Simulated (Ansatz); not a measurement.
**Ligand exchange: C3H7ClMg + C2H10OSi2 → C3H8MgO + C2H9ClSi2**

Species: C3H7ClMg `C[CH](C)[Mg][Cl]`, singlet; C2H10OSi2 `O[SiH2]CC[SiH3]`, singlet; C3H8MgO `C[CH](C)[Mg][OH]`, singlet; C2H9ClSi2 `[SiH3]CC[SiH2]Cl`, singlet. The partners trade Cl for OH: Mg–Cl and Si–OH bonds give way to Mg–OH and Si–Cl.

Shapes, held fixed at every level: PBE0-D4/def2-TZVP. Flexible molecules stand in one conformer, not always the lowest. Programs: Ansatz 0.2.0. Electronic energies: no zero-point or thermal term.

```tsv
level	kind	ΔE (kJ/mol)	less CCSD(T)/def2-TZVPP
HF/def2-TZVPP	Hartree–Fock	+95.1	+17.5
PBE-D4/def2-TZVPP	GGA	+71.8	-5.8
B3LYP-D4/def2-TZVPP	global hybrid	+76.7	-0.9
wB97X-V/def2-TZVPP	range-separated hybrid	+76.6	-1.0
B2PLYP/def2-TZVPP	double hybrid	+77.4	-0.2
CCSD/def2-TZVPP	coupled cluster or CI	+79.0	+1.4
CCSD(T)/def2-TZVPP	coupled cluster or CI	+77.6	0.0
```

The highest level, CCSD(T)/def2-TZVPP, gives ΔE = +77.6 kJ/mol; the levels span +71.8 to +95.1. The column of differences is taken from that level and isn't an error. No measured value is set beside it here. Outer-core shells of Mg are correlated, in sets that cover them unevenly.

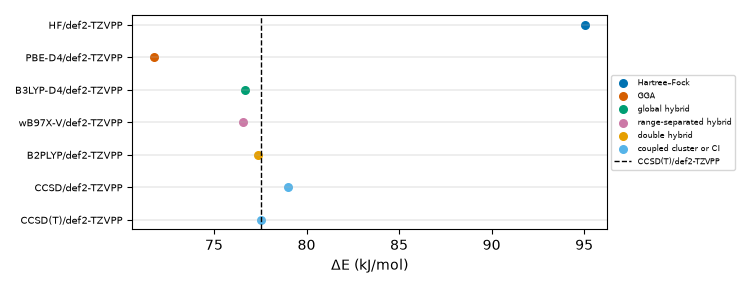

The values of the table, level by level.
